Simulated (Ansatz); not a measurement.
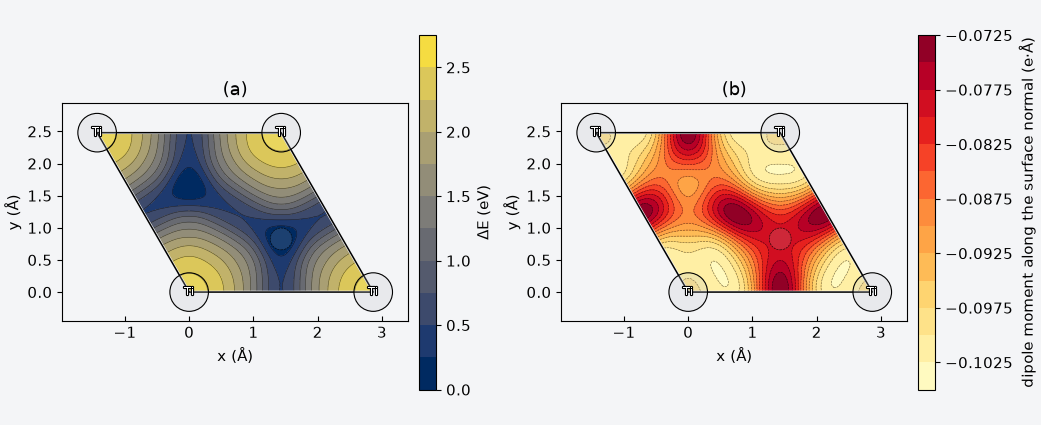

C on a Ti(001) slab cut from the P6_3/mmc phase, its upper half relaxed before the scan (5 atoms of substrate and one adsorbate in a 1 × 1 cell). C is moved over the surface cell; relaxed at each place: the height of the adsorbate's atoms; substrate rigid; the origin of the map has the adsorbate above Ti5. Places are given modulo a cell vector. The map is drawn in real space over the plane of the surface. Grid: 6 × 6 points; 10 points were computed and 26 follow by symmetry. Energies are in eV, from the lowest grid point. With one adsorbate in each 1 × 1 cell, its nearest image is 2.9 Å away, so neighbouring adsorbates interact. The calculation used DFT LDA, scalar-relativistic, plane waves, PAW in Ansatz 0.2.0. Settings: cutoff 420 eV, k-mesh 9×9×1, gaussian smearing 0.1 eV, no spin polarisation.

Panel (a) is the energy and panel (b) the computed dipole moment along the surface normal on the same grid.

The picture shows filled contours, labelled circles for the atoms of the top layer and small ones for the second layer, the outline of one cell of the plane. Between grid points the surface is interpolated.

### How does the dipole moment along the surface normal vary over the map, and what is it at the lowest grid point?

It runs from −0.10 e·Å at (0/6, 1/6) of the cell vectors [nearest 1 Ti at 1.90 Å] to −0.07 e·Å at a bridge site between two Ti atoms, (0/6, 3/6) of the cell vectors. At the lowest grid point, a threefold hollow over a second-layer Ti atom, (4/6, 2/6) of the cell vectors, it is −0.08 e·Å.

PAW datasets: the set soft_1.
